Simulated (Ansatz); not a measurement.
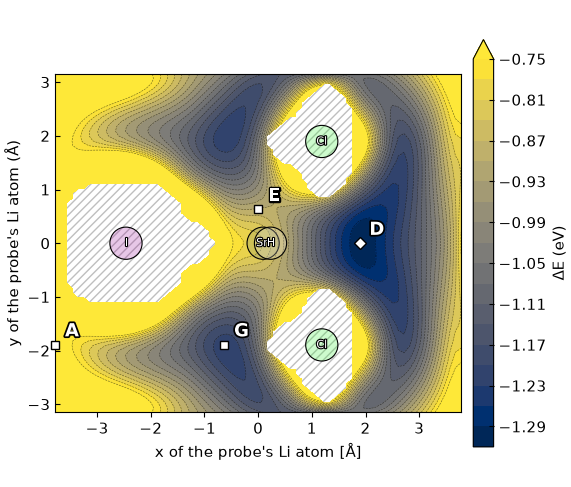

Cl₂HISn (SMILES [Cl][SnH]([Cl])[I]) with the probe Li+. 
- The probe is moved over a plane parallel to the molecule's main plane, 1.93 Å above it.
- The first coordinate is: x of the probe's Li atom; the second: y of the probe's Li atom.
- Nothing is relaxed (molecule and probe rigid).
- The scan uses a 13 × 11 grid; 122 points were computed and 3 follow by symmetry. At 18 points there is no value (left out of the scan, as a rule where atoms come close).
- Points are written as (first, second).
- Energies: eV, counted from molecule and probe far apart, each relaxed in its own basis (no counterpoise correction).
- Computed with RKS PBE-D4/def2-SVP (Ansatz 0.2.0).

In the figure: filled contours, labelled circles for the molecule's atoms, projected on the plane, one colour for all values above the top of the scale, hatched blanks where no value was computed, lettered points. Between grid points the surface is interpolated.

Is G the lowest point of the computed grid?

Answer. No. G lies 0.09 eV above the lowest grid point, which is at (1.89 Å, 0.00 Å) [nearest 2 Cl at 2.64 Å]. It is a local minimum.

Rank the lettered points by energy, lowest first.

Answer. D (−1.31 eV), G (−1.22 eV), E (−0.90 eV), A (−0.68 eV).

What kind of point is each of D, G: minimum, saddle, maximum or slope?

Answer. D: minimum; G: minimum. (In these two coordinates alone; a stationary point may lie a little off the grid point.)
